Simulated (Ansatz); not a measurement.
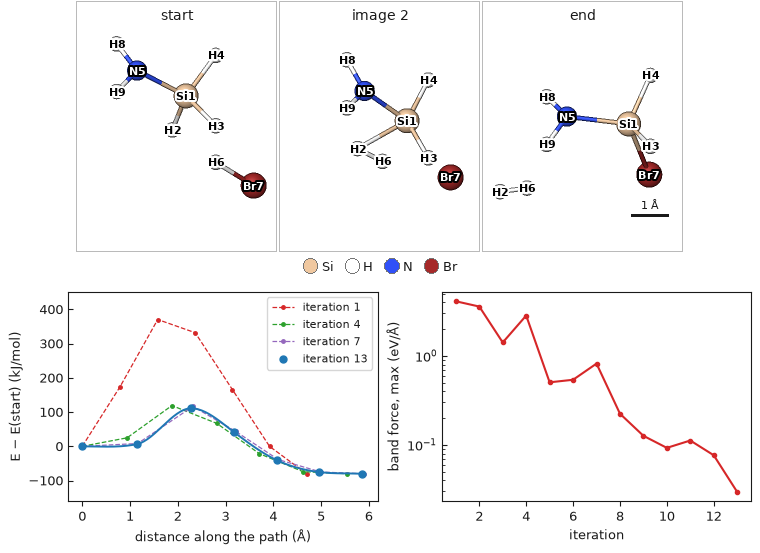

A search for the minimum-energy path of SiNH6Br by the nudged elastic band. Images are numbered from 0 (start) to 6 (end). The plot follows the band through its iterations. Style: ball-and-stick. Shown from a free direction.

These are results of RKS PBE0-D4/def2-SVP in Ansatz 0.2.0, not measurements. Run with 5 movable images; climbing image.

How did the profile develop, and is the result final?

Answer. The run is converged, with reservations. The band converged in 13 iterations. The largest component of the band force went from 4.1 to 0.03 eV/Å. The climbing image converged on the top of the path. Its curvatures weren't checked. The largest force component is 0.31 eV/Å at the start and 0.39 eV/Å at the end; an end with forces this large is no minimum, and the barrier measured from it can be far off. The first iteration put the highest image at 370.2 kJ/mol. The energy climbs by 111.0 kJ/mol to image 2 and then falls by 190.9 kJ/mol, so the end point sits at −79.9 kJ/mol.

Cost: 4.2 min on 4 threads of Intel Xeon @ 2.50GHz, on a shared host.
